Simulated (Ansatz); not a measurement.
```yaml
atoms:
  - { symbol: Si, position_ang: [-1.1636, -0.2882, -0.0328] }
  - { symbol: Cl, position_ang: [3.3984, 0.8312, -0.0895] }
  - { symbol: F, position_ang: [-0.8746, -1.4195, -1.0827] }
  - { symbol: F, position_ang: [-1.6108, 1.0083, -0.7976] }
  - { symbol: H, position_ang: [-2.1771, -0.7086, 0.9306] }
  - { symbol: H, position_ang: [2.2341, 0.5411, 0.3601] }
  - { symbol: F, position_ang: [0.1935, 0.0358, 0.7121] }
```

The product side of a reaction path; geometry: PBE0-D4/def2-TZVP.

These are results of RKS PBE0-D4/def2-TZVPP (Ansatz 0.2.0), not measurements.

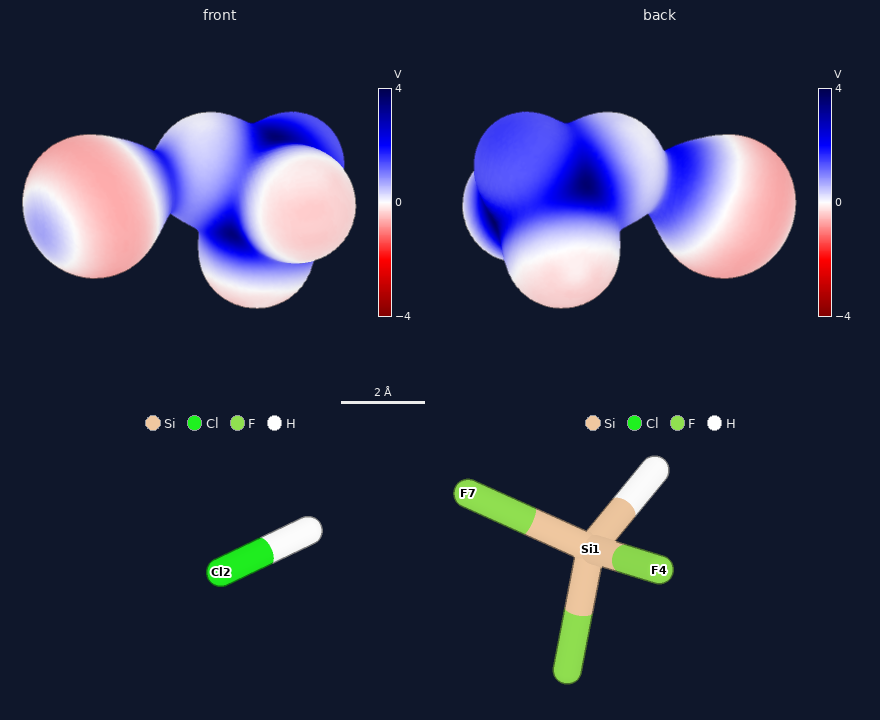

F$_{3}$HSi···HCl. The electrostatic potential painted on the density surface at 0.004 e/bohr³, seen from the front and from behind; the colour scale runs from red (negative) to blue (positive). The bare structure is drawn below in the same view.

Q: Which sites attract a positive test charge, and which a negative one?

A: A positive charge is drawn to the negative regions and a negative charge to the positive ones. The most negative region (about −0.6 V, or −14 kcal/mol for a unit charge) lies over Cl2, the most positive (about +3.5 V, or +81 kcal/mol for a unit charge) over Si1. Cl2 shows a σ-hole: about +0.7 V, or +16 kcal/mol for a unit charge at the tip opposite its bond, against about −0.6 V, or −14 kcal/mol for a unit charge on its flanks.
